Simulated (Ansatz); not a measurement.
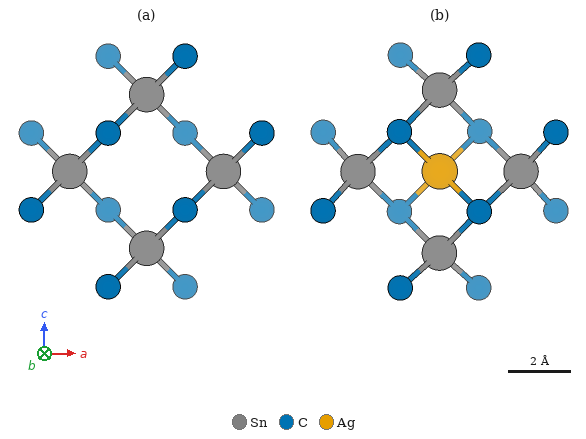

Left: perfect SnC. Right: the same region with one point defect, after relaxing the atoms in a supercell of 64 sites. The picture is a ball-and-stick view of the atoms within 4.6 Å of one point, in a slice 5.0 Å thick across the line of sight, seen along the b axis.

These are results of DFT, PBEsol, PAW, plane waves in Ansatz, not measurements. (plane-wave cutoff 420 eV; k-point mesh 1 × 1 × 1; mesh shifted by (0.25, 0.25, 0.25); no spin polarisation) Fermi-Dirac smearing of 0.01 eV. A uniform background neutralises the charged cell. The axes drawn are those of the host's conventional cell.

Which defect is it?

An extra silver atom is put between the host's atoms (an interstitial).

The charge state of the cell is +1.

What does the relaxation do around it?

The Ag atom starts with 4 C at 2.18 Å, 6 Sn at 2.51 to 2.52 Å around its place and ends with 4 C at 2.27 Å, 6 Sn at 2.66 to 2.68 Å. Of the host's atoms, a tin atom moves furthest from its site, by 0.15 Å.

Limits of the set-up: the cell is charged, on a uniform background, and energies carry no finite-size correction.
